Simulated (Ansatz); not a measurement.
# Nudged elastic band, with input and output: WHClF$_{5}$

WHClF$_{5}$, multiplicity 2, computed with UKS PBE/def2-SVP (Ansatz 0.2.0).

It belongs to a series of runs on one base structure; here: band between the two ends. Figures and captions count atoms from 1; the log counts them from 0 in places.

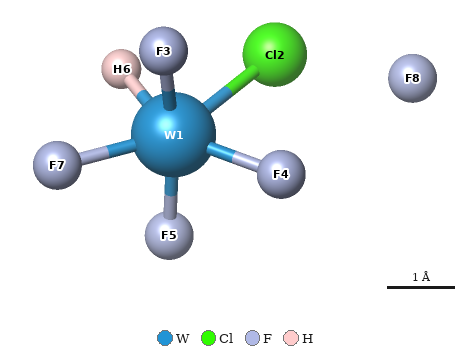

**Figure 1.** The starting structure (ball-and-stick view, seen at a tilt; atoms are numbered from 1 in the order of the input). Sticks mark near contacts. Bond lengths as drawn: Cl–W 2.36 Å, F–W 1.85 to 1.88 Å and H–W 1.72 Å.

**Results in brief**

```tsv
quantity	value
outcome	converged
barrier, forward	0.000 eV
barrier, backward	0.163 eV
hardware	4 threads of AMD EPYC (Zen 3), 24 GiB of memory available, shared host
wall time	5.3 min (CPU time 20 min)
peak memory	0.39 GiB
```

The order of the saddle point was not checked.

**Input file**
```yaml
crystal:
  periodic: [false, false, false]
  atoms:
    - { symbol: W, position_ang: [0.0, 0.070354, 0.065839] }
    - { symbol: Cl, position_ang: [0.0, -0.836158, 2.240418] }
    - { symbol: F, position_ang: [1.840397, 0.193621, -0.118704] }
    - { symbol: F, position_ang: [0.0, 1.655206, 1.076787] }
    - { symbol: F, position_ang: [-1.840397, 0.193621, -0.118704] }
    - { symbol: H, position_ang: [0.0, -1.646052, 0.058938] }
    - { symbol: F, position_ang: [0.0, -0.140899, -1.790245] }
    - { symbol: F, position_ang: [0.0, 0.640308, 3.815669] }
magnetization:
  spin_polarized: true
  initial_magnetization: 1
basis:
  gaussian: { orbitals: def2-SVP }
hamiltonian:
  xc: pbe
neb:
  order_check: false
  images: 5
  f_tol: 0.05
  max_iterations: 60
  final_atoms:
    - { symbol: W, position_ang: [-0.12038729, 0.06710282, 0.19075774] }
    - { symbol: Cl, position_ang: [0.08570595, -1.02352315, 2.24793006] }
    - { symbol: F, position_ang: [1.65501125, 0.58534557, 0.42170431] }
    - { symbol: F, position_ang: [-0.79649963, 1.5087857, 1.15993157] }
    - { symbol: F, position_ang: [-1.67435411, 0.3761672, -0.80169143] }
    - { symbol: H, position_ang: [-0.73039167, -1.51880028, 0.1225222] }
    - { symbol: F, position_ang: [0.54699291, -0.44523238, -1.47865205] }
    - { symbol: F, position_ang: [1.0339226, 0.58015551, 3.36749558] }
  initial_path:
    images:
      - { positions_ang: [[0.0, 0.070354, 0.065839], [0.0, -0.836158, 2.240418], [1.840397, 0.193621, -0.118704], [0.0, 1.655206, 1.076787], [-1.840397, 0.193621, -0.118704], [0.0, -1.646052, 0.058938], [0.0, -0.140899, -1.790245], [0.0, 0.640308, 3.815669]] }
      - { positions_ang: [[0.0, 0.05446837, 0.04383587], [0.0, -0.58041175, 2.37302514], [1.843598, 0.13664637, -0.0791928], [0.0, 1.7273316, 0.73920149], [-1.843598, 0.13664637, -0.0791928], [0.0, -1.66279029, 0.01933872], [0.0, -0.06496668, -1.80984869], [0.0, 0.38307701, 4.02283108]] }
      - { positions_ang: [[0.0, 0.03858274, 0.02183273], [0.0, -0.3246655, 2.50563229], [1.846799, 0.07967174, -0.0396816], [0.0, 1.79945719, 0.40161598], [-1.846799, 0.07967174, -0.0396816], [0.0, -1.67952858, -0.02026057], [0.0, 0.01096565, -1.82945238], [0.0, 0.12584603, 4.22999315]] }
      - { positions_ang: [[0.0, 0.02269711, -0.0001704], [0.0, -0.06891926, 2.63823943], [1.85, 0.02269711, -0.0001704], [0.0, 1.87158279, 0.06403046], [-1.85, 0.02269711, -0.0001704], [0.0, -1.69626687, -0.05985985], [0.0, 0.08689797, -1.84905608], [0.0, -0.13138496, 4.43715523]] }
      - { positions_ang: [[-0.0401291, 0.03749901, 0.06347231], [0.02856865, -0.38712055, 2.50813631], [1.78500375, 0.2102466, 0.1404545], [-0.26549988, 1.75065043, 0.42933083], [-1.79145137, 0.14052047, -0.26734408], [-0.24346389, -1.63711134, 0.00093417], [0.18233097, -0.09047881, -1.72558807], [0.34464087, 0.1057952, 4.08060201]] }
      - { positions_ang: [[-0.08025819, 0.05230092, 0.12711503], [0.0571373, -0.70532185, 2.37803319], [1.7200075, 0.39779608, 0.28107941], [-0.53099975, 1.62971806, 0.7946312], [-1.73290274, 0.25834384, -0.53451775], [-0.48692778, -1.57795581, 0.06172818], [0.36466194, -0.2678556, -1.60212006], [0.68928173, 0.34297535, 3.7240488]] }
      - { positions_ang: [[-0.12038729, 0.06710282, 0.19075774], [0.08570595, -1.02352315, 2.24793006], [1.65501125, 0.58534557, 0.42170431], [-0.79649963, 1.5087857, 1.15993157], [-1.67435411, 0.3761672, -0.80169143], [-0.73039167, -1.51880028, 0.1225222], [0.54699291, -0.44523238, -1.47865205], [1.0339226, 0.58015551, 3.36749558]] }
```

Launched with:
```bash
ansatz run input.yaml --threads 4 --pin off --max-ram 5120MiB --backend cpu --events-out ev --progress --plain --runs-dir out
```

**Log**
```
Engine: ansatz 0.2.0, x86_64-unknown-linux-gnu
Functional definition: PBE
  parameter kappa = 0.804
  parameter beta = 0.06672455060314922
  exchange = pbe_x(kappa = kappa, mu = beta*pi^2/3)
  correlation = pbe_c(beta = beta)
1300 factors; their error is unknown
mean field evaluation 1: about -27906.6224 eV, gradient 6.0e1 eV
mean field evaluation 2: about -27440.3228 eV, gradient 2.3e2 eV
mean field evaluation 4: about -27919.5661 eV, gradient 1.3e1 eV
mean field evaluation 8: about -27920.5926 eV, gradient 3.5e0 eV
mean field evaluation 16: about -27920.5752 eV, gradient 8.7e-2 eV
mean field evaluation 32: about -27917.5452 eV, gradient 1.7e1 eV
mean field evaluation 64: about -27917.4530 eV, gradient 1.7e0 eV
mean field evaluation 96: about -27917.5109 eV, gradient 8.2e-1 eV
mean field evaluation 128: about -27917.5236 eV, gradient 5.9e0 eV
mean field -27920.57519948 eV, -1026.0622133352 hartree, gradient 3.0e-5 eV, S^2 0.754603; 8 other end points of the search recorded, 0 dependent functions left out
the calculation of the forces begins
reference -27920.57526835 eV, -1026.0622158663 hartree; 39, 38 occupied and 86, 87 virtual orbitals, 1300 factors
1300 factors; their error is unknown
mean field evaluation 160: about -27920.6894 eV, gradient 4.9e0 eV
mean field evaluation 192: about -27918.7952 eV, gradient 8.0e0 eV
mean field -27920.73887120 eV, -1026.0682281599 hartree, gradient 6.2e-5 eV, S^2 0.752568; 5 other end points of the search recorded, 0 dependent functions left out
[... from here on the field's lines of each further geometry are left out, up to the last ...]
NEB iter   1: max|band force component| = 5.407e0 eV/Å  barrier→ = 1.6944 eV  barrier← = 1.8581 eV  Δτ_max = 0.1977 Å  (2050 SCF iters)
NEB iter   2: max|band force component| = 3.029e0 eV/Å  barrier→ = 1.1520 eV  barrier← = 1.3157 eV  Δτ_max = 0.2000 Å  (239 SCF iters)
NEB iter   3: max|band force component| = 1.388e0 eV/Å  barrier→ = 0.8047 eV  barrier← = 0.9684 eV  Δτ_max = 0.2000 Å  (227 SCF iters)
NEB iter   4: max|band force component| = 1.778e0 eV/Å  barrier→ = 0.5615 eV  barrier← = 0.7252 eV  Δτ_max = 0.1013 Å  (235 SCF iters)
NEB iter   5: max|band force component| = 1.404e0 eV/Å  barrier→ = 0.4053 eV  barrier← = 0.5690 eV  Δτ_max = 0.2000 Å  (227 SCF iters)
NEB iter   6: max|band force component| = 1.170e0 eV/Å  barrier→ = 0.2498 eV  barrier← = 0.4135 eV  Δτ_max = 0.1887 Å  (218 SCF iters)
NEB iter   7: max|band force component| = 5.663e-1 eV/Å  barrier→ = 0.0970 eV  barrier← = 0.2607 eV  Δτ_max = 0.2000 Å  (222 SCF iters)
NEB iter   8: max|band force component| = 5.001e-1 eV/Å  barrier→ = 0.0000 eV  barrier← = 0.1637 eV  Δτ_max = 0.1985 Å  (209 SCF iters)
NEB iter   9: max|band force component| = 3.637e-1 eV/Å  barrier→ = -0.0464 eV  barrier← = 0.1173 eV  CI = image 1  Δτ_max = 0.1514 Å  (206 SCF iters)
NEB iter  10: max|band force component| = 3.626e-1 eV/Å  barrier→ = -0.0152 eV  barrier← = 0.1485 eV  CI = image 1  Δτ_max = 0.1155 Å  (209 SCF iters)
NEB iter  11: max|band force component| = 3.246e-1 eV/Å  barrier→ = -0.0070 eV  barrier← = 0.1566 eV  CI = image 1  Δτ_max = 0.0894 Å  (206 SCF iters)
NEB iter  12: max|band force component| = 1.870e-1 eV/Å  barrier→ = -0.0039 eV  barrier← = 0.1598 eV  CI = image 1  Δτ_max = 0.0581 Å  (200 SCF iters)
NEB iter  13: max|band force component| = 8.998e-2 eV/Å  barrier→ = -0.0030 eV  barrier← = 0.1606 eV  CI = image 1  Δτ_max = 0.0494 Å  (203 SCF iters)
NEB iter  14: max|band force component| = 8.156e-2 eV/Å  barrier→ = -0.0016 eV  barrier← = 0.1621 eV  CI = image 1  Δτ_max = 0.0431 Å  (193 SCF iters)
NEB iter  15: max|band force component| = 7.052e-2 eV/Å  barrier→ = -0.0022 eV  barrier← = 0.1614 eV  CI = image 1  Δτ_max = 0.0335 Å  (194 SCF iters)
NEB iter  16: max|band force component| = 4.527e-2 eV/Å  barrier→ = -0.0013 eV  barrier← = 0.1624 eV  CI = image 1  Δτ_max = 0.0321 Å  (193 SCF iters)
NEB iter  17: max|band force component| = 4.420e-2 eV/Å  barrier→ = -0.0010 eV  barrier← = 0.1627 eV  CI = image 1  Δτ_max = 0.0345 Å  (37 SCF iters)
NEB iter  18: max|band force component| = 3.331e-2 eV/Å  barrier→ = -0.0009 eV  barrier← = 0.1628 eV  CI = image 1  Δτ_max = 0.0208 Å  (39 SCF iters)
NEB iter  19: max|band force component| = 2.730e-2 eV/Å  barrier→ = -0.0007 eV  barrier← = 0.1629 eV  CI = image 1  Δτ_max = 0.0230 Å  (503 SCF iters)
NEB iter  20: max|band force component| = 9.146e-2 eV/Å  barrier→ = 0.0000 eV  barrier← = 0.1637 eV  CI = image 1  Δτ_max = 0.0312 Å  (38 SCF iters)
NEB iter  21: max|band force component| = 3.576e-2 eV/Å  barrier→ = -0.0011 eV  barrier← = 0.1626 eV  CI = image 1  Δτ_max = 0.0223 Å  (190 SCF iters)
NEB iter  22: max|band force component| = 9.343e-2 eV/Å  barrier→ = -0.0005 eV  barrier← = 0.1632 eV  CI = image 1  Δτ_max = 0.0198 Å  (37 SCF iters)
the calculation of the forces begins
reference -27920.72677638 eV, -1026.0677836836 hartree; 39, 38 occupied and 86, 87 virtual orbitals, 1300 factors
1300 factors; their error is unknown
mean field evaluation 1696: about -27920.6572 eV, gradient 4.9e-1 eV
mean field evaluation 1728: about -27908.2738 eV, gradient 4.1e1 eV
mean field evaluation 1760: about -27919.0681 eV, gradient 1.4e0 eV
mean field -27920.57543562 eV, -1026.0622220135 hartree, gradient 1.5e-5 eV, S^2 0.754579; 7 other end points of the search recorded, 0 dependent functions left out
the calculation of the forces begins
reference -27920.57550447 eV, -1026.0622245436 hartree; 39, 38 occupied and 86, 87 virtual orbitals, 1300 factors
NEB iter  23: max|band force component| = 2.070e-2 eV/Å  barrier→ = -0.0002 eV  barrier← = 0.1634 eV  CI = image 1  Δτ_max = 0.0000 Å  (883 SCF iters)
```

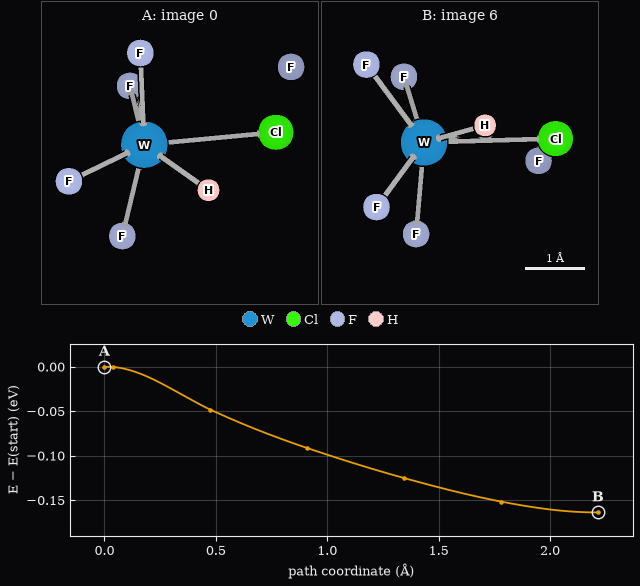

**Figure 2.** Images of the last band (counted from 0; ball-and-stick, seen at a tilt) above the energy along the path; the line is a cubic interpolation that uses the forces. No image lies above both ends; the end is 0.164 eV below the start. The path is 2.22 Å long. The band converged in 23 iterations.

```
Total energy: -27920.57550447 eV, -1026.0622245436 hartree
Atom 0 at     0.002697     0.069589     0.064407 Å, force     0.013130    -0.007273     0.011059 eV/Å
Atom 1 at    -0.011921    -0.832506     2.240844 Å, force     0.007016     0.002257     0.005471 eV/Å
Atom 2 at     1.845175     0.179835    -0.101885 Å, force     0.008080     0.000805    -0.003437 eV/Å
Atom 3 at    -0.003865     1.653432     1.077347 Å, force    -0.011289     0.008833    -0.006704 eV/Å
Atom 4 at    -1.834070     0.210490    -0.138942 Å, force    -0.010182     0.003996    -0.003358 eV/Å
Atom 5 at    -0.031492    -1.647230     0.062272 Å, force    -0.011148     0.002224     0.005413 eV/Å
Atom 6 at     0.020238    -0.148883    -1.790817 Å, force     0.003841     0.000707     0.001484 eV/Å
Atom 7 at     0.013239     0.645274     3.816773 Å, force     0.000553    -0.011549    -0.009927 eV/Å
Dipole moment:    -0.000688    -0.238112    -0.579463 e Å
this run last wrote the band of iteration 23 to [file]; this run last wrote the band within `neb.f_tol` of iteration 21 to [file]
```

**The last band as extended XYZ (Å, eV, eV/Å)**
```
8
Properties=species:S:1:pos:R:3:forces:R:3 image=0 energy=-27920.57520
W     0.0000    0.0704    0.0658    0.0000   0.0065  -0.0190
Cl    0.0000   -0.8362    2.2404    0.0000   0.0097  -0.0029
F     1.8404    0.1936   -0.1187   -0.0048   0.0002   0.0008
F     0.0000    1.6552    1.0768    0.0000   0.0083   0.0122
F    -1.8404    0.1936   -0.1187    0.0048   0.0002   0.0008
H     0.0000   -1.6461    0.0589    0.0000  -0.0156   0.0087
F     0.0000   -0.1409   -1.7902    0.0000  -0.0016   0.0040
F     0.0000    0.6403    3.8157    0.0000  -0.0077  -0.0048
8
Properties=species:S:1:pos:R:3:forces:R:3 image=1 energy=-27920.57544
W     0.0027    0.0696    0.0644    0.0131  -0.0073   0.0111
Cl   -0.0119   -0.8325    2.2408    0.0070   0.0023   0.0055
F     1.8452    0.1798   -0.1019    0.0081   0.0008  -0.0034
F    -0.0039    1.6534    1.0773   -0.0113   0.0088  -0.0067
F    -1.8341    0.2105   -0.1389   -0.0102   0.0040  -0.0034
H    -0.0315   -1.6472    0.0623   -0.0111   0.0022   0.0054
F     0.0202   -0.1489   -1.7908    0.0038   0.0007   0.0015
F     0.0132    0.6453    3.8168    0.0006  -0.0115  -0.0099
8
Properties=species:S:1:pos:R:3:forces:R:3 image=2 energy=-27920.62322
W     0.0384    0.0593    0.0834   -0.0056   0.0183  -0.0110
Cl    0.1359   -0.8401    2.2472    0.0601  -0.0203   0.0050
F     1.8911    0.1794   -0.0183   -0.0060   0.0169   0.0294
F    -0.1446    1.6616    1.0420   -0.0453   0.0090  -0.0043
F    -1.7808    0.2712   -0.2557    0.0281   0.0003  -0.0281
H    -0.3443   -1.6084    0.1026   -0.0836   0.0051   0.0067
F     0.1696   -0.2169   -1.7585    0.0298  -0.0214   0.0038
F     0.0346    0.6239    3.7873    0.0226  -0.0079  -0.0015
8
Properties=species:S:1:pos:R:3:forces:R:3 image=3 energy=-27920.66649
W     0.0160    0.0572    0.1045   -0.0158  -0.0182  -0.0091
Cl    0.1645   -0.8950    2.2352    0.0136   0.0009   0.0082
F     1.8632    0.3011    0.1004    0.0001   0.0211   0.0217
F    -0.3087    1.6332    1.0591   -0.0344   0.0154   0.0117
F    -1.7476    0.3226   -0.4454    0.0063   0.0105  -0.0348
H    -0.5062   -1.5666    0.1084   -0.0348   0.0062   0.0067
F     0.3132   -0.3099   -1.7027    0.0247  -0.0194   0.0096
F     0.2057    0.5874    3.7704    0.0403  -0.0166  -0.0140
8
Properties=species:S:1:pos:R:3:forces:R:3 image=4 energy=-27920.70024
W    -0.0352    0.0542    0.1258   -0.0123  -0.0036   0.0002
Cl    0.1781   -0.9241    2.2342   -0.0018  -0.0097   0.0045
F     1.7909    0.4303    0.1813   -0.0055   0.0150   0.0206
F    -0.4886    1.5964    1.0781   -0.0257   0.0048   0.0098
F    -1.7440    0.3184   -0.5810    0.0035   0.0060  -0.0278
H    -0.5927   -1.5551    0.1327   -0.0184   0.0036  -0.0006
F     0.3872   -0.3925   -1.6387    0.0198  -0.0152   0.0043
F     0.5043    0.6024    3.6976    0.0403  -0.0010  -0.0111
8
Properties=species:S:1:pos:R:3:forces:R:3 image=5 energy=-27920.72671
W    -0.0772    0.0608    0.1546   -0.0050   0.0038   0.0060
Cl    0.1241   -0.9808    2.2327   -0.0066  -0.0069   0.0019
F     1.7272    0.5095    0.3084   -0.0057   0.0066   0.0161
F    -0.6399    1.5551    1.1207   -0.0163  -0.0049   0.0000
F    -1.7045    0.3619   -0.7134    0.0017   0.0038  -0.0166
H    -0.6769   -1.5313    0.1177   -0.0084   0.0021  -0.0007
F     0.4814   -0.4250   -1.5619    0.0111  -0.0052   0.0080
F     0.7659    0.5798    3.5712    0.0292   0.0007  -0.0148
8
Properties=species:S:1:pos:R:3:forces:R:3 image=6 energy=-27920.73887
W    -0.1204    0.0671    0.1908   -0.0074  -0.0314   0.0229
Cl    0.0857   -1.0235    2.2479    0.0069   0.0204  -0.0108
F     1.6550    0.5853    0.4217    0.0074   0.0018  -0.0010
F    -0.7965    1.5088    1.1599   -0.0043   0.0053   0.0031
F    -1.6744    0.3762   -0.8017   -0.0050   0.0068  -0.0014
H    -0.7304   -1.5188    0.1225   -0.0010   0.0029  -0.0084
F     0.5470   -0.4452   -1.4787    0.0061  -0.0017  -0.0039
F     1.0339    0.5802    3.3675   -0.0027  -0.0041  -0.0005
```
